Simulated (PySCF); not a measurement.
# One shape, several levels: BH5S (SMILES [H]B([H])([H])<-S)

We compute a comparison of 6 runs (MP2/STO-6G, CCSDT(Q)/STO-6G, CCSDT/STO-6G, QCISD(T)/STO-6G, CISD/STO-6G, FCI/STO-6G) of BH5S. The job is set up through a Python script.

The results are computed with PySCF 2.14.0.

3 further runs of the same task are left out: 3 set aside as unsound or not needed.

## 1. The structure to begin with

The species is BH5S (7 atoms), meant as a singlet with charge 0. As SMILES, `[H]B([H])([H])<-S`. The B1–H5 distance was set to 2.126 Å, away from the relaxed value. At this shape a bond of the SMILES string is far longer than usual.

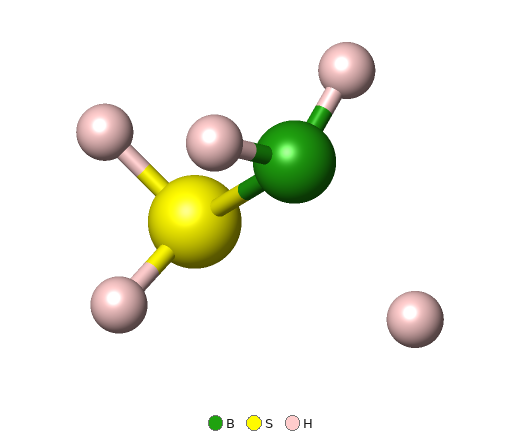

Viewed from a chosen angle; boron green, sulfur yellow, hydrogen pink.

## 2. A single-point energy at MP2/STO-6G (run 1)

The input, geometry.xyz:

```xyz
7
BH5S
B     -0.794458    -0.217448    -0.610257
S     -0.788038    -0.231518     1.429263
H     -0.415838     1.037302     1.621853
H     -2.076518     0.067482     1.621683
H      1.280190    -0.216980    -1.075620
H     -1.375088     0.779362    -0.874927
H     -1.362788    -1.219458    -0.870997
```

The input, input.py:

```python
from pyscf import gto, scf, mp

molecule = gto.Mole()
molecule.atom = 'geometry.xyz'
molecule.spin = 0
molecule.verbose = 3
molecule.basis = 'sto-6g'
molecule.max_memory = 1860
molecule.build()

mf = scf.RHF(molecule)
mf.conv_tol = 1e-10
mf.kernel()
if not mf.converged:
    mf = mf.newton().run(mf.mo_coeff, mf.mo_occ)

pt = mp.MP2(mf, frozen=6).run()
etot = pt.e_tot
print(f'total energy: {etot:.8f} hartree')
```

Launch:

```console
$ OMP_NUM_THREADS=1 python input.py
```

What it wrote:

```text
converged SCF energy = -423.475803425464
E(RMP2) = -423.583211677199  E_corr = -0.107408251735294
E(SCS-RMP2) = -423.600135132034  E_corr = -0.124331706570285
total energy: -423.58321168 hartree
```

Wall time 1.1 s (1 thread of Arm Neoverse V1, shared host); peak memory 0.12 GiB.

## 3. The energy at CCSDT(Q)/STO-6G (run 2)

The input, run.py:

```python
from pyscf import gto, scf, cc

mol = gto.Mole()
mol.atom = '''
B     -1.501308    -0.410917    -1.153219
S     -1.489176    -0.437506     2.700916
H     -0.785820     1.960217     3.064858
H     -3.924050     0.127522     3.064537
H      2.419208    -0.410033    -2.032627
H     -2.598540     1.472781    -1.653372
H     -2.575296    -2.304442    -1.645946
'''
mol.unit = 'bohr'
mol.verbose = 3
mol.max_memory = 1860
mol.basis = 'sto-6g'
mol.build()

mf = scf.RHF(mol)
mf.conv_tol = 1e-10
mf.kernel()
if not mf.converged:
    mf = mf.newton().run(mf.mo_coeff, mf.mo_occ)

mycc = cc.CCSDT(mf, frozen=6)
mycc.kernel()
e_bracket, e_q = mycc.ccsdt_q()
etot = mycc.e_tot + e_q
print('E = %.10f Eh' % etot)
```

Launch:

```console
$ OMP_NUM_THREADS=1 python run.py
```

What it wrote:

```text
converged SCF energy = -423.475803486404
_make_eris_incore_RCCSDT

WARN: A large `blksize` is being used, which may cause large memory consumption
      for storing contraction intermediates. If memory is sufficient, consider using
      `pyscf.cc.rccsdt_highm.RCCSDT` instead.

RCCSDT converged
E(RCCSDT) = -423.6416341520789   E_corr = -0.1658306656752359
E_corr(same-spin) = -0.00321740248725403
E_corr(oppo-spin) = -0.162613263187982
_make_eris_incore_RCCSDT
E = -423.6414446157 Eh
```

Wall time 2.1 s (1 thread of Arm Neoverse V1, shared host); peak memory 0.11 GiB.

Runs 3 to 5 aren't shown in full; the table further down has their settings and results.

## 4. The energy at FCI/STO-6G (run 6)

The input, calc.py:

```python
from pyscf import gto, mcscf
from pyscf import fci

mol = gto.M(
    atom='''
B     -1.501308    -0.410917    -1.153219
S     -1.489176    -0.437506     2.700916
H     -0.785820     1.960217     3.064858
H     -3.924050     0.127522     3.064537
H      2.419208    -0.410033    -2.032627
H     -2.598540     1.472781    -1.653372
H     -2.575296    -2.304442    -1.645946
''',
    verbose=3,
    unit='bohr',
    max_memory=1860,
    spin=0,
    basis='sto-6g',
)

mf = mol.RHF()
mf.conv_tol = 1e-10
mf.kernel()
if not mf.converged:
    mf = mf.newton().run(mf.mo_coeff, mf.mo_occ)

cas = mcscf.CASCI(mf, mf.mo_coeff.shape[-1] - 6, (mol.nelec[0] - 6, mol.nelec[1] - 6))  # full CI above the frozen core
cas.fcisolver = fci.direct_spin0.FCI(mol)  # even spin states alone
cas.kernel()
print('<S^2> = %.4f' % cas.fcisolver.spin_square(cas.ci, cas.ncas, cas.nelecas)[0])
e_final = cas.e_tot
print('E(%s) = %.9f' % ('FCI', e_final))
```

Launch:

```console
$ OMP_NUM_THREADS=1 python calc.py
```

What it wrote:

```text
converged SCF energy = -423.475803486404
CASCI E = -423.641431605156  E(CI) = -34.7134930432050  S^2 = 0.0000000
<S^2> = 0.0000
E(FCI) = -423.641431605
```

Run time: 49 s. Hardware: 1 thread of Arm Neoverse V1, shared host; peak memory 0.76 GiB.

## 5. All runs side by side

```csv
run,level,energy (Eh),dipole moment (D) of the reference,HOMO energy (eV),LUMO energy (eV),wall time
1,MP2/STO-6G,-423.583212,5.68,-5.60,8.13,1.1 s
2,CCSDT(Q)/STO-6G,-423.641445,5.68,-5.60,8.13,2.1 s
3,CCSDT/STO-6G,-423.641634,5.68,-5.60,8.13,1.5 s
4,QCISD(T)/STO-6G,-423.641367,5.68,-5.60,8.13,1.1 s
5,CISD/STO-6G,-423.624469,5.68,-5.60,8.13,1 s
6,FCI/STO-6G,-423.641432,5.68,-5.60,8.13,49 s
```

## 6. Results

```
                                          quantity          value
                               run 6: total energy  -423.64143 Eh
       run 6: dipole moment (Hartree–Fock density)         5.68 D
        run 6: HOMO energy (Hartree–Fock orbitals)       -5.60 eV
        run 6: LUMO energy (Hartree–Fock orbitals)        8.13 eV
      run 6: HOMO–LUMO gap (Hartree–Fock orbitals)       13.73 eV
run 6: correlation energy (6 core orbitals frozen)     -165.6 mEh
```

In words: Against full CI in this basis: MP2 +58.2 mEh; CCSDT(Q) -0.0 mEh; CCSDT -0.2 mEh; QCISD(T) +0.1 mEh; CISD +17.0 mEh. In runs 1, 2, 3, 4, 5, 6 the basis is minimal, so the values are rough. All runs together took 56 s, the longest 49 s.
